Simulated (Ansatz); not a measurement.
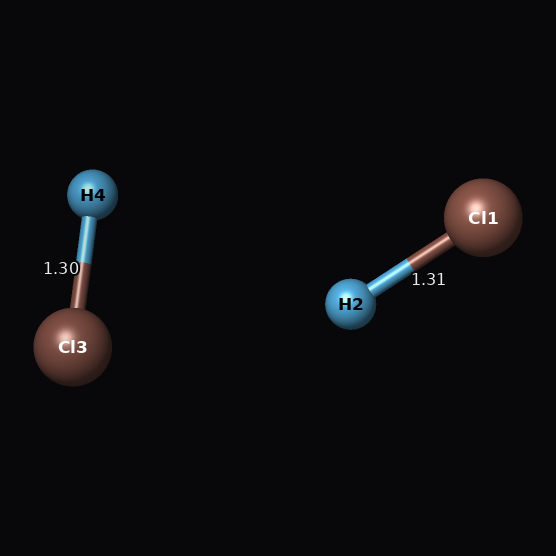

The numbers beside the sticks are distances in Å. Sticks don't show bond order. The computed structure is the end point of a PBE-D4/def2-SVP optimisation. No frequency run is at hand to confirm it as a minimum.

### Assign a bond order to each marked bond.

Cl1–H2 single; Cl3–H4 single.

### Write the SMILES.

Cl.Cl
